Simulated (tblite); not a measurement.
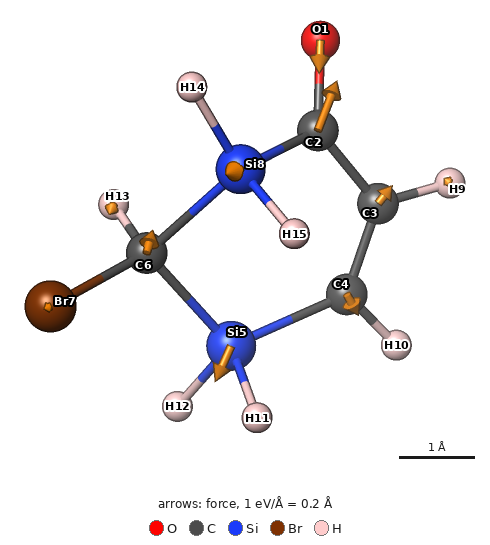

Starting geometry of C₄H₇BrOSi₂ with the computed forces as orange arrows. Style: ball-and-stick. Shown at a tilt.

All numbers below come from GFN2-xTB geometry optimisation, gas phase in tblite 0.8.0. 

Question: What follows when this structure is relaxed?

Answer: It isn't relaxed: the largest force vector, on C2, is 4.03 eV/Å. The final displacements have little in common with the starting forces (cosine between the two patterns 0.15). After 95 geometry steps the energy has fallen by 12.8 kcal/mol. The atom that moves furthest after the best rigid fit is O1 (0.88 Å). By element the largest moves are O 0.88 Å, H 0.54 Å, C 0.30 Å, Si 0.20 Å, Br 0.11 Å. Near-neighbour distances that change, for instance: C2–Si8 1.831 → 1.921 Å, C6–Br7 1.897 → 1.974 Å, C4–Si5 1.821 → 1.886 Å, Si5–C6 1.863 → 1.906 Å. Bond angles that change, for instance: Si5–C6–Si8 100.2° → 110.9°, C4–Si5–C6 114.4° → 105.0°, Br7–C6–H13 112.9° → 104.0°. Groups turn about C2–Si8 by about 35°, C2–C3 by about 30°. Cost: 1.4 s on 1 thread of Arm Neoverse N1, on a shared host.
